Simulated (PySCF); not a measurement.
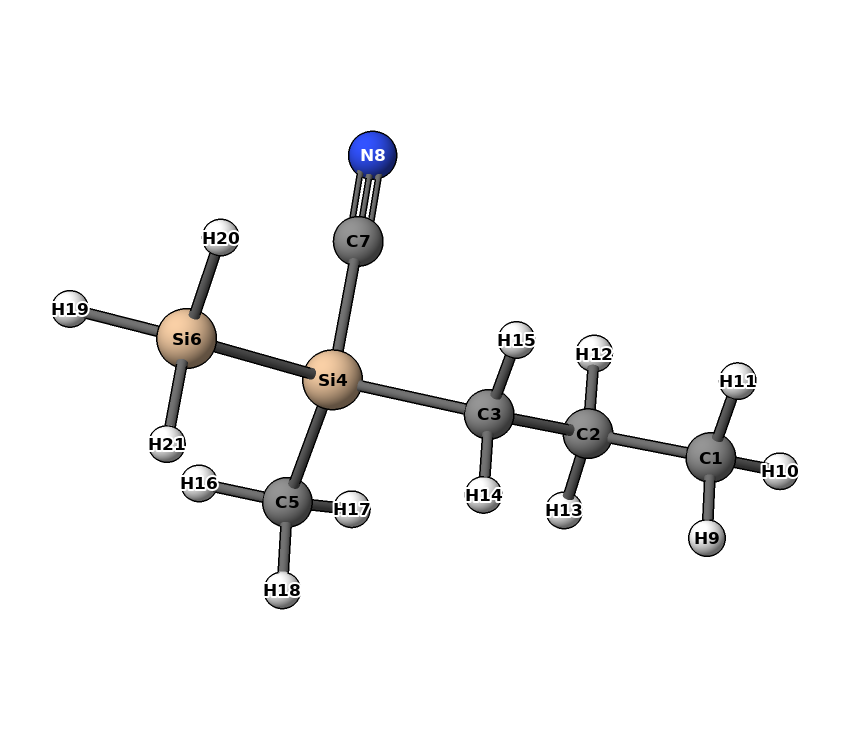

The questions are on isotropic NMR shieldings of the H atoms. The computed structure is the end point of a GFN2-xTB optimisation. No frequency run is at hand to confirm it as a minimum. Method: GIAO PBE0/pcSseg-1 NMR shielding, non-relativistic, gas phase (PySCF 2.14.0).

List the isotropic NMR shieldings of the H atoms.

```csv
atom,σ (ppm)
H9,30.76
H10,30.23
H11,30.67
H12,29.96
H13,30.32
H14,31.15
H15,30.89
H16,31.24
H17,30.82
H18,31.70
H19,28.18
H20,28.17
H21,28.33
```

The geometry is semi-empirical. Around Si such bond lengths and angles can be off by a tenth of an ångström or more and by several degrees, and values that hang on the shape move with them.
